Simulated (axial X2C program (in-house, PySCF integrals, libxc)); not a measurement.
# All-electron X2C curves of NiN⁺

Aim: find the lowest determinant of NiN⁺, scan the bond at several levels and fit the constants, once spin-free and once with spin–orbit coupling.

Program: an in-house X2C program for linear molecules on PySCF integrals. Level of theory: all-electron X2C, Ni dyall-cv3z, N dyall-av3z. These are calculated values, not measurements.

## (1) Input

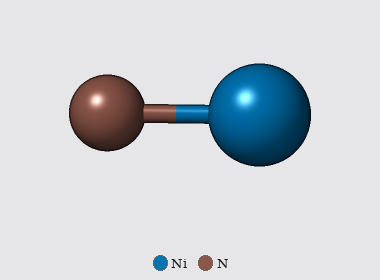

The two atoms at 1.610 Å (nickel blue, nitrogen brown).

task.json

```json
{"zs": [28, 7], "q": 1, "bas": ["dyall-cv3z", "dyall-av3z"], "levels": ["PBE0", "HF", "TPSS"], "cc": true, "r0": 1.61, "thr": -2.0, "nmax": 90, "npts": 10, "nst": 2, "ntry": 6}
```

Keys: zs atomic numbers; q charge; bas basis sets; levels methods (HF also brings MP2); cc coupled cluster on or off; r0 starting distance in Å; thr threshold in hartree for freezing inner shells (an s shell follows its p shell); nmax most natural virtual spinors; npts points asked for on the curve; nst determinants followed; ntry starts of the search.

Run with:

```sh
python so2c.py task.json out
```

Spin-free means the one-electron spin-free X2C Hamiltonian; two-component (2c) means X2C with spin–orbit coupling and atomic mean-field two-electron Coulomb and Gaunt terms. Basis: Ni dyall-cv3z contracted to [9s9p6d3f2g], N dyall-av3z contracted to [7s7p3d2f]; Gaussian nuclei, density fitting. Masses: Ni 57.935 u, N 14.003 u.

Notation: σ, π±, δ± give the projection m of an orbital's angular momentum (0, ±1, ±2), α and β its spin, Λ and M_S the sums; ω is the projection of a spinor's total angular momentum and Ω the sum. Logs are in hartree.

The results follow Hamiltonian by Hamiltonian and level by level.

## (2) Which state to follow

PBE0 moves the distance from 1.610 Å to 1.764 Å and compares determinants there.

Spin-free determinants:

```json
{"ΔE (eV)": "0.00", "state": "M_S = 2, Λ = 2", "open shells": "beyond closed shells: σα, π+α, π-α, δ+α, δ+β, δ-α"}
{"ΔE (eV)": "0.04", "state": "M_S = 1, Λ = 0", "open shells": "beyond closed shells: π+α, π-α"}
{"ΔE (eV)": "0.13", "state": "M_S = 1, Λ = 1", "open shells": "beyond closed shells: σα, π+α"}
{"ΔE (eV)": "0.34", "state": "M_S = 1, Λ = 2", "open shells": "beyond closed shells: σα, π+α, π-α, δ+α, δ+β, δ-β"}
{"ΔE (eV)": "0.46", "state": "M_S = 0, Λ = 1", "open shells": "beyond closed shells: σα, π+β"}
{"ΔE (eV)": "0.55", "state": "M_S = 0, Λ = 2", "open shells": "beyond closed shells: σβ, π+α, π-α, δ+α, δ+β, δ-β"}
{"ΔE (eV)": "0.64", "state": "M_S = 2, Λ = 0", "open shells": "beyond closed shells: 2 × σα, π+α, π-α"}
```

Two-component determinants:

```tsv
ΔE (eV)	state	open shells
0.00	Ω = 4	excess of +ω over −ω: ω = 3/2, ω = 5/2
0.11	Ω = 1	excess of +ω over −ω: ω = -1/2, ω = 3/2
0.25	Ω = 2	excess of +ω over −ω: ω = 1/2, ω = 3/2
0.34	Ω = 1	excess of +ω over −ω: ω = -3/2, ω = 5/2
0.48	Ω = 3	excess of +ω over −ω: 2 × ω = 3/2
0.50	Ω = 1	excess of +ω over −ω: 2 × ω = 1/2
0.89	Ω = 3	excess of +ω over −ω: 2 × ω = -1/2, ω = 3/2, ω = 5/2
```

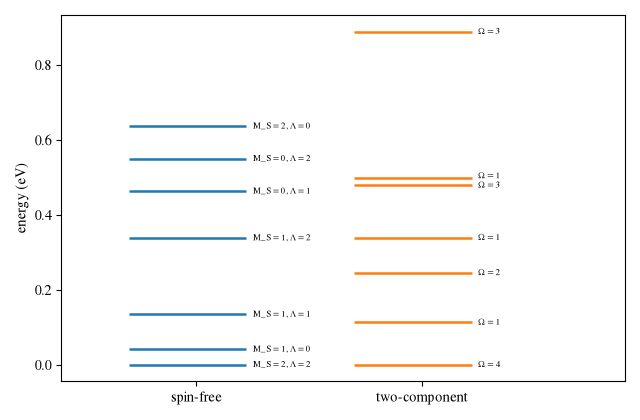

The determinants found, each set from its own lowest.

## (3) PBE0, spin-free

State followed: M_S = 2, Λ = 2 (beyond closed shells: σα, π+α, π-α, δ+α, δ+β, δ-α). The scan is laid around 1.779 Å, a first estimate of the minimum, and this SCF restarts from the orbitals of the search.

The SCF at the reference distance of 1.779 Å:

```text
spin-free X2C-1e  PBE0
basis functions 162  fitting functions 888  grid points 5077
iter        total energy     max residual
   1      -1574.376526638     7.70e-01
   2      -1574.700338085     1.09e-02
   3      -1574.701164638     8.90e-03
   4      -1574.701403199     4.32e-03
   5      -1574.701611957     2.00e-03
   6      -1574.701639374     5.86e-04
   7      -1574.701641381     6.89e-05
   8      -1574.701641480     5.19e-05
   9      -1574.701641521     2.50e-05
  10      -1574.701641552     1.01e-05
  11      -1574.701641553     3.37e-06
converged
one-electron -2291.24322036  Coulomb 728.47561978  exact exchange -17.18538939  xc functional -53.05035667  nuclear repulsion 58.30170508
```

Along the bond, energies from the lowest point:

```
R (Å)  E (eV)  μ (D)  HOMO (eV)  LUMO (eV)  iterations
1.619  0.2192  -2.62     -15.84     -11.28          25
1.672  0.0828  -2.60     -15.84     -11.07          23
1.726  0.0158  -2.57     -15.83     -10.99          22
1.779  0.0000  -2.54     -15.62     -10.96          11
1.841  0.0285  -2.49     -15.35     -10.92          23
1.903  0.0918  -2.41     -15.11     -10.87          22
1.984  0.2045  -2.29     -14.84     -10.79          23
```

Dipoles are positive if N is the positive end and refer to the centre of mass.

Outer orbitals at the reference distance:

```
symmetry  occupied  ε (eV)             atomic character
      σα       yes  -29.74    79% N s, 8% Ni d, 8% Ni p
      σβ       yes  -25.25   73% N s, 11% Ni d, 8% Ni p
      σα       yes  -18.71    58% Ni d, 36% N p, 4% N s
     δ-α       yes  -18.68                    100% Ni d
     δ+α       yes  -18.68                    100% Ni d
     π-α       yes  -18.54            72% Ni d, 27% N p
     π+α       yes  -18.54            72% Ni d, 27% N p
     δ+β       yes  -16.85                    100% Ni d
     π+β       yes  -16.72             94% Ni d, 5% N p
     π-β       yes  -16.49             93% Ni d, 5% N p
     π-α       yes  -15.84   67% N p, 29% Ni d, 4% Ni p
     π+α       yes  -15.84   67% N p, 29% Ni d, 4% Ni p
      σα       yes  -15.81  48% N p, 33% Ni d, 16% Ni s
      σβ       yes  -15.62    65% Ni d, 24% N p, 9% N s
      σβ        no  -10.96  43% N p, 32% Ni s, 20% Ni d
     δ-β        no  -10.72                     99% Ni d
      σα        no   -9.43  48% Ni s, 26% Ni p, 14% N p
     π+β        no   -9.20   79% N p, 14% Ni p, 7% Ni d
```

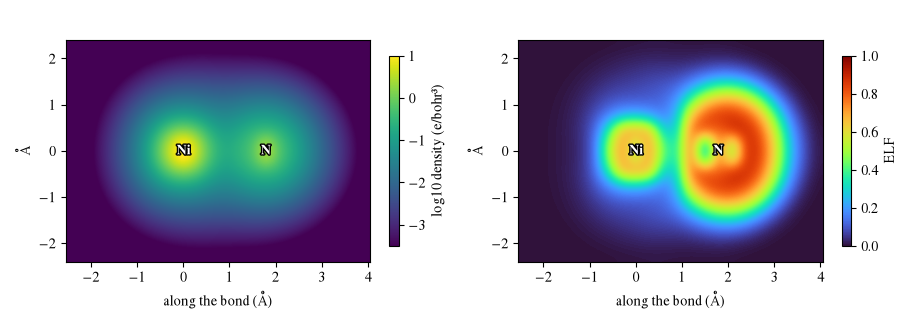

PBE0 fields in a plane through the axis, from a grid of 0.3 Å; Ni lies at z = 0 and N at z = 1.779 Å; the ELF is damped to zero where the density is low.

Re = 1.772 Å, ωe = 575 cm⁻¹, ωexe = 5.6 cm⁻¹, Be = 0.4761 cm⁻¹, De = 1.22 eV, μ = -2.54 D.

## (4) HF, spin-free

Output at 1.779 Å:

```text
spin-free X2C-1e  HF
basis functions 162  fitting functions 888  grid points 5077
iter        total energy     max residual
   1      -1573.207453060     2.39e-01
   2      -1573.239589080     2.18e-02
   3      -1573.243177250     8.88e-02
   4      -1573.248885002     1.61e-02
   5      -1573.249913326     6.15e-03
   6      -1573.251546565     2.32e-02
   7      -1573.252596184     2.37e-02
   8      -1573.253725463     9.38e-03
   9      -1573.254434947     7.82e-03
  10      -1573.254523185     3.56e-03
  11      -1573.254561098     8.27e-04
  12      -1573.254565218     5.66e-04
  13      -1573.254566827     1.38e-04
  14      -1573.254567106     1.02e-04
  15      -1573.254567258     6.80e-05
  16      -1573.254567289     2.23e-05
  17      -1573.254567303     1.57e-05
  18      -1573.254567307     1.34e-05
  19      -1573.254567308     3.37e-06
  20      -1573.254567308     9.16e-07
converged
one-electron -2294.07924315  Coulomb 731.55717989  exact exchange -69.03420912  xc functional 0.00000000  nuclear repulsion 58.30170508
```

No constants are quoted: the lowest point is the long end of the scan.

## (5) TPSS, spin-free

Output at 1.779 Å:

```text
spin-free X2C-1e  TPSS
basis functions 162  fitting functions 888  grid points 5077
iter        total energy     max residual
   1      -1575.050784297     4.04e-02
   2      -1575.052098077     2.39e-02
   3      -1575.054167338     1.76e-02
   4      -1575.054998715     4.61e-03
   5      -1575.055059480     6.27e-03
   6      -1575.055225848     3.37e-04
   7      -1575.055228364     1.63e-04
   8      -1575.055229128     4.89e-05
   9      -1575.055229178     7.83e-06
  10      -1575.055229180     4.14e-06
converged
one-electron -2290.20041546  Coulomb 727.36905578  exact exchange 0.00000000  xc functional -70.52557458  nuclear repulsion 58.30170508
```

Re = 1.753 Å, ωe = 616 cm⁻¹, ωexe = 4.91 cm⁻¹, Be = 0.4867 cm⁻¹, De = 1.61 eV, μ = -2.60 D.

## (6) MP2 and beyond, spin-free

Correlated methods: 14 electrons correlated (frozen shells, counted by type: Ni 3 s, 2 p; N 1 s), 250 virtual spinors in MP2, 90 natural virtuals in coupled cluster.

Output of the correlated part at 1.779 Å:

```text
correlated 14  virtual 250  natural virtual 90  E(MP2) -0.526450023  MP2 remainder -0.044085462
iter   CCSD correlation   residual
   1     -0.427383708   2.15e-01
   2     -0.449365313   1.35e-01
   3     -0.454681080   4.35e-02
   4     -0.456913870   2.96e-02
   5     -0.457885395   1.51e-02
   6     -0.458449230   7.58e-03
   7     -0.458422431   3.92e-03
   8     -0.458491763   2.12e-03
   9     -0.458563372   1.18e-03
  10     -0.458528563   6.19e-04
  11     -0.458560601   2.75e-04
  12     -0.458550645   1.34e-04
  13     -0.458549705   5.76e-05
  14     -0.458549842   3.35e-05
  15     -0.458548892   1.73e-05
  16     -0.458548872   7.57e-06
(T) -0.019483992  T1 0.0586  D1 0.1633  max T2 0.073
```

T1 in the output is the amplitude norm over the root of the electron number; divide by √2 for the Lee–Taylor value.

MP2: Re = 1.761 Å, ωe = 476 cm⁻¹, Be = 0.482 cm⁻¹, De = 0.756 eV.

CCSD: Re = 1.801 Å, ωe = 462 cm⁻¹, ωexe = 13.1 cm⁻¹, Be = 0.4608 cm⁻¹, De = 0.755 eV. T1 at Re = 0.040 (Lee–Taylor, the printed value over √2).

CCSD(T): Re = 1.749 Å, ωe = 574 cm⁻¹, ωexe = 13.8 cm⁻¹, Be = 0.4884 cm⁻¹, De = 0.905 eV. T1 at Re = 0.043 (Lee–Taylor, the printed value over √2).

## (7) A higher determinant, spin-free

State: M_S = 1, Λ = 0 (beyond closed shells: π+α, π-α).

Output at the reference distance:

```text
spin-free X2C-1e  PBE0
basis functions 162  fitting functions 888  grid points 5077
iter        total energy     max residual
   1      -1574.385957235     8.08e-01
   2      -1574.698864456     1.13e-02
   3      -1574.699628979     8.32e-03
   4      -1574.699921526     3.17e-03
   5      -1574.700018313     1.40e-03
   6      -1574.700034076     3.20e-04
   7      -1574.700034742     6.44e-05
   8      -1574.700034787     2.25e-05
   9      -1574.700034793     4.41e-06
converged
one-electron -2292.75049471  Coulomb 730.05389197  exact exchange -17.20145035  xc functional -53.10368678  nuclear repulsion 58.30170508
```

| R (Å) | E above the lowest PBE0 point (eV) |
| --- | --- |
| 1.619 | 0.158 |
| 1.672 | 0.078 |
| 1.726 | 0.044 |
| 1.779 | 0.044 |
| 1.841 | 0.073 |
| 1.903 | 0.123 |
| 1.984 | 0.204 |

Re = 1.753 Å, ωe = 489 cm⁻¹, ωexe = 7.52 cm⁻¹, Be = 0.4867 cm⁻¹, μ = -1.75 D. ⟨S²⟩ = 2.69 against 2.00 for a pure state, so this determinant mixes spins. Te = 0.04 eV.

## (8) The spin-free curves together

Energy (eV) of the followed determinant, spin-free, from each level's lowest point:

```
R (Å)   PBE0     HF    MP2   CCSD  CCSD(T)   TPSS
1.619  0.219  1.104  0.144  0.245    0.162  0.179
1.672  0.083  0.790  0.047  0.104    0.046  0.054
1.726  0.016  0.550  0.005  0.029    0.000  0.001
1.779  0.000  0.368  0.000  0.000    0.001  0.000
1.841  0.028  0.211  0.023  0.004    0.040  0.047
1.903  0.092  0.098  0.063  0.033    0.101  0.130
1.984  0.205  0.000  0.126  0.087    0.191  0.271
```

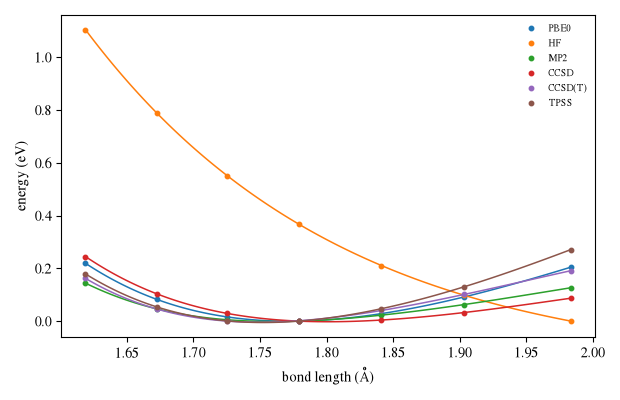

Curves of the followed state, spin-free, each from its own lowest point.

## (9) PBE0, 2c

State followed: Ω = 4 (excess of +ω over −ω: ω = 3/2, ω = 5/2). The scan is laid around 1.779 Å, a first estimate of the minimum, and this SCF restarts from the orbitals of the search.

The SCF at the reference distance of 1.779 Å:

```text
two-component X2C + atomic mean field  PBE0
basis functions 162  fitting functions 888  grid points 5077
iter        total energy     max residual
   1      -1573.942259803     7.70e-01
   2      -1574.271977573     1.09e-02
   3      -1574.272813935     8.87e-03
   4      -1574.273052371     4.40e-03
   5      -1574.273264817     1.98e-03
   6      -1574.273292466     5.87e-04
   7      -1574.273294544     7.00e-05
   8      -1574.273294652     5.45e-05
   9      -1574.273294698     2.63e-05
  10      -1574.273294733     1.00e-05
  11      -1574.273294734     3.39e-06
converged
one-electron -2290.18011008  Coulomb 728.27449136  exact exchange -17.18080375  xc functional -53.03626520  nuclear repulsion 58.30170508  atomic mean-field constant -0.45231215
```

Along the bond, energies from the lowest point:

| R (Å) | E (eV) | μ (D) | HOMO (eV) | LUMO (eV) | iterations |
| --- | --- | --- | --- | --- | --- |
| 1.619 | 0.2197 | -2.62 | -15.83 | -11.21 | 26 |
| 1.672 | 0.0831 | -2.60 | -15.83 | -11.02 | 24 |
| 1.726 | 0.0159 | -2.57 | -15.81 | -10.99 | 23 |
| 1.779 | 0.0000 | -2.54 | -15.60 | -10.96 | 11 |
| 1.841 | 0.0283 | -2.49 | -15.34 | -10.91 | 24 |
| 1.903 | 0.0915 | -2.42 | -15.10 | -10.86 | 22 |
| 1.984 | 0.2041 | -2.30 | -14.84 | -10.79 | 25 |

Dipoles are positive if N is the positive end and refer to the centre of mass.

Outer spinors at the reference distance:

```csv
ω,occupied,ε (eV),atomic character,λ mixture
1/2,yes,-29.74,"79% N s, 8% Ni d, 8% Ni p",100% σ
-1/2,yes,-25.25,"73% N s, 11% Ni d, 8% Ni p",100% σ
-3/2,yes,-18.77,100% Ni d,100% δ
1/2,yes,-18.71,"58% Ni d, 36% N p, 4% N s",100% σ
5/2,yes,-18.59,100% Ni d,100% δ
-1/2,yes,-18.58,"72% Ni d, 26% N p",100% π
3/2,yes,-18.52,"71% Ni d, 27% N p",100% π
3/2,yes,-16.93,99% Ni d,100% δ
1/2,yes,-16.77,"93% Ni d, 5% N p","99% π, 1% σ"
-3/2,yes,-16.44,"93% Ni d, 5% N p",100% π
-1/2,yes,-15.87,"66% N p, 30% Ni d, 3% Ni p","94% π, 6% σ"
3/2,yes,-15.81,"66% N p, 30% Ni d, 3% Ni p",100% π
1/2,yes,-15.80,"48% N p, 33% Ni d, 16% Ni s",100% σ
-1/2,yes,-15.60,"63% Ni d, 26% N p, 8% N s","94% σ, 6% π"
-1/2,no,-10.96,"43% N p, 32% Ni s, 20% Ni d",100% σ
-5/2,no,-10.65,99% Ni d,100% δ
1/2,no,-9.43,"47% Ni s, 26% Ni p, 15% N p","99% σ, 1% π"
1/2,no,-9.20,"78% N p, 14% Ni p, 7% Ni d","99% π, 1% σ"
```

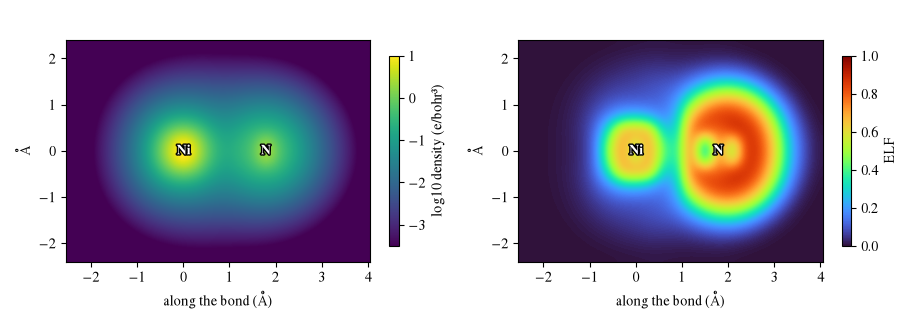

PBE0 fields in a plane through the axis, from a grid of 0.3 Å; Ni lies at z = 0 and N at z = 1.779 Å; the ELF is damped to zero where the density is low.

Re = 1.772 Å, ωe = 575 cm⁻¹, ωexe = 5.59 cm⁻¹, Be = 0.476 cm⁻¹, De = 1.29 eV, μ = -2.55 D.

## (10) HF, 2c

Output at 1.779 Å:

```text
two-component X2C + atomic mean field  HF
basis functions 162  fitting functions 888  grid points 5077
iter        total energy     max residual
   1      -1572.779440770     2.39e-01
   2      -1572.811573254     2.17e-02
   3      -1572.815157120     8.88e-02
   4      -1572.820859900     1.61e-02
   5      -1572.821884807     6.11e-03
   6      -1572.823508304     2.30e-02
   7      -1572.824557431     2.36e-02
   8      -1572.825685666     9.46e-03
   9      -1572.826406586     7.85e-03
  10      -1572.826496419     3.59e-03
  11      -1572.826535161     8.24e-04
  12      -1572.826539401     5.74e-04
  13      -1572.826541121     1.38e-04
  14      -1572.826541455     1.11e-04
  15      -1572.826541663     8.09e-05
  16      -1572.826541719     2.54e-05
  17      -1572.826541750     2.55e-05
  18      -1572.826541764     2.57e-05
  19      -1572.826541769     9.14e-06
  20      -1572.826541771     6.16e-06
  21      -1572.826541773     6.34e-06
  22      -1572.826541773     4.39e-06
  23      -1572.826541773     1.38e-06
converged
one-electron -2293.01484671  Coulomb 731.35474376  exact exchange -69.01583175  xc functional 0.00000000  nuclear repulsion 58.30170508  atomic mean-field constant -0.45231215
```

No constants are quoted: the lowest point is the long end of the scan.

## (11) TPSS, 2c

The SCF at the reference distance of 1.779 Å:

```text
two-component X2C + atomic mean field  TPSS
basis functions 162  fitting functions 888  grid points 5077
iter        total energy     max residual
   1      -1574.622325316     4.04e-02
   2      -1574.623640386     2.39e-02
   3      -1574.625713691     1.76e-02
   4      -1574.626541321     4.55e-03
   5      -1574.626598726     6.21e-03
   6      -1574.626763673     3.23e-04
   7      -1574.626766168     1.60e-04
   8      -1574.626766934     4.79e-05
   9      -1574.626766982     7.53e-06
  10      -1574.626766983     4.07e-06
converged
one-electron -2289.13830328  Coulomb 727.16898521  exact exchange 0.00000000  xc functional -70.50684184  nuclear repulsion 58.30170508  atomic mean-field constant -0.45231215
```

Re = 1.753 Å, ωe = 616 cm⁻¹, ωexe = 4.91 cm⁻¹, Be = 0.4865 cm⁻¹, De = 1.68 eV, μ = -2.60 D.

## (12) MP2 and beyond, 2c

Correlated methods: 14 electrons correlated (frozen shells, counted by type: Ni 3 s, 2 p; N 1 s), 250 virtual spinors in MP2, 90 natural virtuals in coupled cluster.

Output of the correlated part at 1.779 Å:

```text
correlated 14  virtual 250  natural virtual 90  E(MP2) -0.526304960  MP2 remainder -0.044064163
iter   CCSD correlation   residual
   1     -0.427341118   2.15e-01
   2     -0.449297403   1.34e-01
   3     -0.454615355   4.35e-02
   4     -0.456848004   2.96e-02
   5     -0.457819728   1.51e-02
   6     -0.458383006   7.58e-03
   7     -0.458356412   3.92e-03
   8     -0.458424175   2.12e-03
   9     -0.458497511   1.19e-03
  10     -0.458461661   6.31e-04
  11     -0.458494321   2.88e-04
  12     -0.458484453   1.46e-04
  13     -0.458483268   7.02e-05
  14     -0.458483516   4.55e-05
  15     -0.458482359   2.86e-05
  16     -0.458482404   1.74e-05
  17     -0.458482245   1.18e-05
  18     -0.458482155   8.10e-06
  19     -0.458482179   5.09e-06
  20     -0.458482142   2.84e-06
  21     -0.458482191   1.64e-06
  22     -0.458482167   9.81e-07
  23     -0.458482172   5.72e-07
(T) -0.019479266  T1 0.0586  D1 0.1633  max T2 0.073
```

MP2: Re = 1.761 Å, ωe = 476 cm⁻¹, Be = 0.4818 cm⁻¹, De = 0.765 eV.

CCSD: Re = 1.802 Å, ωe = 458 cm⁻¹, Be = 0.4603 cm⁻¹, De = 0.750 eV. T1 at Re = 0.040 (Lee–Taylor, the printed value over √2).

CCSD(T): Re = 1.749 Å, ωe = 577 cm⁻¹, Be = 0.4885 cm⁻¹, De = 0.897 eV. T1 at Re = 0.043 (Lee–Taylor, the printed value over √2).

## (13) A higher determinant, 2c

State: Ω = 1 (excess of +ω over −ω: ω = -1/2, ω = 3/2).

Output at the reference distance:

```text
two-component X2C + atomic mean field  PBE0
basis functions 162  fitting functions 888  grid points 5077
iter        total energy     max residual
   1      -1573.949429605     8.09e-01
   2      -1574.267861766     1.14e-02
   3      -1574.268638152     8.31e-03
   4      -1574.268933015     3.25e-03
   5      -1574.269032696     1.40e-03
   6      -1574.269048617     3.22e-04
   7      -1574.269049313     6.54e-05
   8      -1574.269049362     2.33e-05
   9      -1574.269049370     5.99e-06
converged
one-electron -2291.67491666  Coulomb 729.84219207  exact exchange -17.19673467  xc functional -53.08898303  nuclear repulsion 58.30170508  atomic mean-field constant -0.45231215
```

```
R (Å)  E above the lowest PBE0 point (eV)
1.619                               0.232
1.672                               0.151
1.726                               0.117
1.779                               0.116
1.841                               0.144
1.903                               0.193
1.984                               0.274
```

Re = 1.754 Å, ωe = 488 cm⁻¹, ωexe = 7.5 cm⁻¹, Be = 0.486 cm⁻¹, μ = -1.74 D. Te = 0.11 eV.

## (14) The 2c curves together

Energy (eV) of the followed determinant, 2c, from each level's lowest point:

```csv
R (Å),PBE0,HF,MP2,CCSD,CCSD(T),TPSS
1.619,0.220,1.105,0.145,0.246,0.163,0.180
1.672,0.083,0.790,0.047,0.105,0.047,0.055
1.726,0.016,0.550,0.005,0.030,0.000,0.001
1.779,0.000,0.368,0.000,0.000,0.001,0.000
1.841,0.028,0.211,0.023,0.004,0.040,0.047
1.903,0.092,0.098,0.063,0.031,0.098,0.130
1.984,0.204,0.000,0.126,0.086,0.187,0.271
```

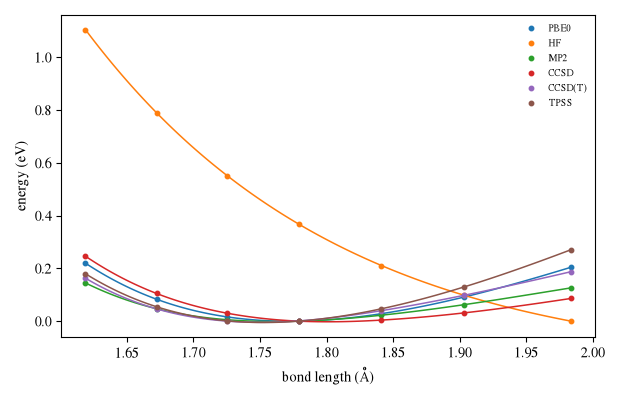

Curves of the followed state, 2c, each from its own lowest point.

The whole job took 4.7 min on 1 thread of Arm Neoverse V1, shared host; peak memory 0.87 GiB.

## (15) Results

Lowest determinant that the search found at its distance, spin-free: M_S = 2, Λ = 2 (beyond closed shells: σα, π+α, π-α, δ+α, δ+β, δ-α).

Lowest determinant that the search found at its distance, 2c: Ω = 4 (excess of +ω over −ω: ω = 3/2, ω = 5/2).

| Hamiltonian | level | Re (Å) | ωe (cm⁻¹) | De (eV) | μ (D) |
| --- | --- | --- | --- | --- | --- |
| spin-free | PBE0 | 1.772 | 575 | 1.22 | -2.54 |
| spin-free | MP2 | 1.761 | 476 | 0.756 | n/a |
| spin-free | CCSD | 1.801 | 462 | 0.755 | n/a |
| spin-free | CCSD(T) | 1.749 | 574 | 0.905 | n/a |
| spin-free | TPSS | 1.753 | 616 | 1.61 | -2.60 |
| 2c | PBE0 | 1.772 | 575 | 1.29 | -2.55 |
| 2c | MP2 | 1.761 | 476 | 0.765 | n/a |
| 2c | CCSD | 1.802 | 458 | 0.750 | n/a |
| 2c | CCSD(T) | 1.749 | 577 | 0.897 | n/a |
| 2c | TPSS | 1.753 | 616 | 1.68 | -2.60 |

Dipoles are positive if N is the positive end and refer to the centre of mass. No constants: spin-free HF (the lowest point is the long end of the scan); 2c HF (the lowest point is the long end of the scan).

Time per point (s) on 1 thread of Arm Neoverse V1, shared host (2c runs; CCSD comes with the CCSD(T) run); the times are rough: PBE0 0.99, MP2 1.1, CCSD(T) 10, TPSS 1.2.

At CCSD(T), going from spin-free to two-component changes Re by 0 mÅ, ωe by +0.4 %, which is small (part of it comes from the scalar share of the two-electron terms). De moves by -0.01 eV; both De rest on single-determinant atoms, which can miss part of an open shell's spin–orbit lowering.

De refers to Ni+ + N, each in the lowest determinant found, which need not be this curve's own limit. Each curve is one determinant whose occupation by symmetry is held fixed; it was picked as the lowest of a PBE0 search that is not exhaustive. Dissociation energies refer to the lowest single-determinant-based atoms at the same level and basis. Density functionals use the spin component along the axis (collinear). Coupled cluster ran in a truncated set of natural virtual spinors; the MP2 energy of the rest was added. The meta-GGAs lack a current-density term, which matters for open shells with orbital currents, atoms included. With several unpaired electrons one determinant need not be a pure state. At some level an empty orbital lies below a filled one. T1 at Re is 0.043 (Lee–Taylor), above the customary mark of 0.02.
